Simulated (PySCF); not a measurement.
Vertical excitations of a molecule C4H8Si from TDA-PBE/def2-SVPD (PySCF), as energy in eV (oscillator strength): 5.86 (0.002), 6.04 (0.000), 6.53 (0.001), 6.79 (0.000), 6.82 (0.093), 6.87 (0.005), 6.92 (0.000), 7.00 (0.002), 7.08 (0.006), 7.18 (0.000). Lowest triplet (TDA): 4.36 eV. Geometry optimised at PBE0-D3(BJ)/def2-SVP. One conformer was computed; it need not be the lowest.

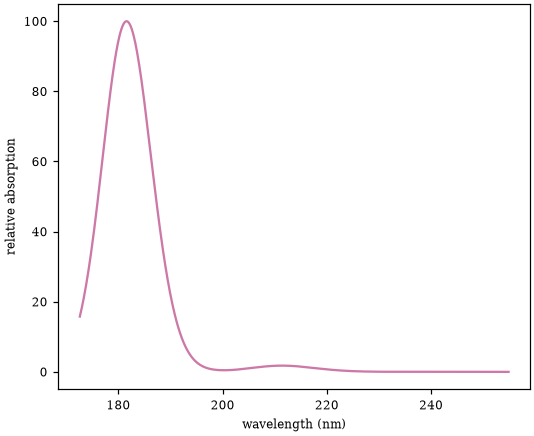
*The lines broadened by 0.4 eV.*

Question: Which molecule gave these data?
A) C#C[SiH2]CC
B) C1=CC[SiH2]C1
C) C=C1CC[SiH2]1
D) [SiH3][C@@H]1C=CC1

Answer: B, C1=CC[SiH2]C1
